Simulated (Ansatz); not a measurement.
```xyz
14

C    -1.6841    1.6621   -1.3907
C     0.4341    0.3147    1.1729
C     1.5088    0.2689   -2.2503
F    -0.9735   -1.4934   -1.1254
Sn   -0.1429    0.2637   -0.8882
H    -2.5464    1.5218   -0.7242
H    -2.0049    1.5060   -2.4301
H    -1.3132    2.6920   -1.2826
H     0.9173    1.2742    1.4089
H     1.1397   -0.5011    1.3829
H    -0.4524    0.1954    1.8112
H     2.2016   -0.5464   -1.9993
H     1.1453    0.1272   -3.2776
H     2.0476    1.2260   -2.1911
```

Geometry: PBE0-D3(BJ)/def2-SVP; core potentials replace the inner electrons of Sn.

Method: Ansatz 0.2.0, isolated molecule in a Gaussian basis; Kohn-Sham density functional theory, functional PBE0.

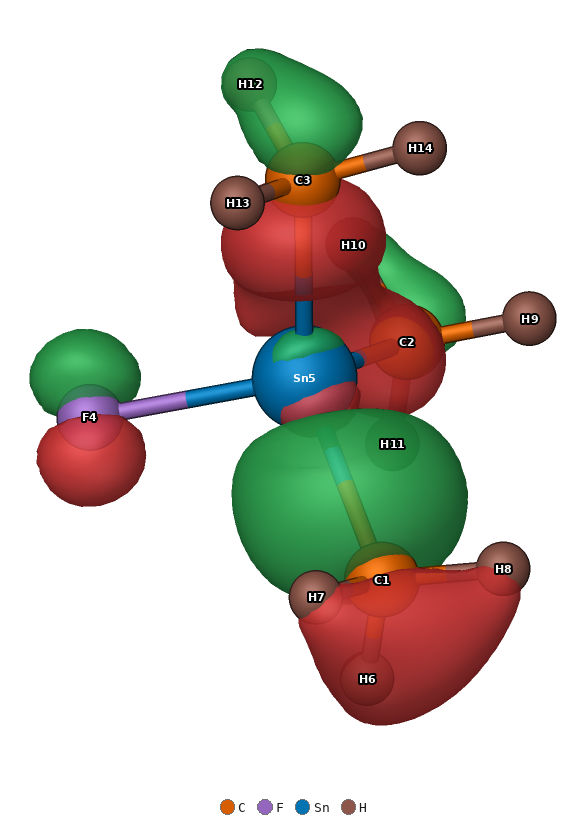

C$_{3}$H$_{9}$FSn (SMILES [CH3][Sn]([CH3])([CH3])[F]). The HOMO at ±0.15 Å⁻³ᐟ² (green and red are the two phases), seen at an oblique angle.

Q: Where does this orbital lie, and at what energy?

A: By Hirshfeld shares it lies mainly on C1 (about 35 %), Sn5 (about 25 %), C3 (about 10 %), C2 (about 10 %) and F4 (about 10 %). It is one of a degenerate set, so its orientation is arbitrary. Its energy is −8.18 eV.
